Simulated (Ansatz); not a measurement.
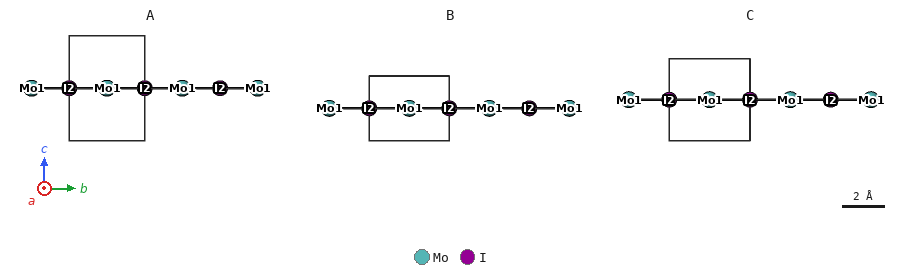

3 geometries from one relaxation of crystalline MoI (a generated structure, set up in P4/mmm), in shuffled order. Style: ball-and-stick. Shown: the cell of the calculation, repeated 1 × 2 × 1 with one cell outlined, along the a axis.

The run lets cell and atoms move.

All numbers below come from Ansatz, Kohn-Sham DFT of a periodic cell, PBE with D4, Ansatz PAW. (plane-wave cutoff 420 eV; k-point mesh 7 × 7 × 5; occupations fermi-dirac; smearing width 0.05 eV; no spin polarisation; cell and atoms relaxed; force threshold 0.01 eV/Å; at most 40 steps)

Order the frames from highest to lowest energy.

Answer. A, C, B. They are steps 0, 5, 14, at +888 meV per atom, +327 meV per atom relative to the last. Over 12 accepted moves (14 points after the start) the energy falls by 888 meV per atom. All forces vanish by symmetry, so only the cell relaxes. The pressure goes from 9.26 to 0.00 GPa. At 2 points the geometry stayed and the basis and grid were re-selected for the new cell (energy shift of 0.2 meV per atom at most each time). The atoms keep their places relative to the cell (all moves are under 0.005 Å). Cell: a = b 3.623 → 3.845 Å (+6.1 %), c 5.042 → 3.107 Å (−38.4 %). Volume −30.6 %. Near-neighbour distances that change, for instance: I2–I2 5.042 → 3.107 Å, Mo1–I2 2.562 → 2.719 Å. The space group stays P4/mmm (No. 123).
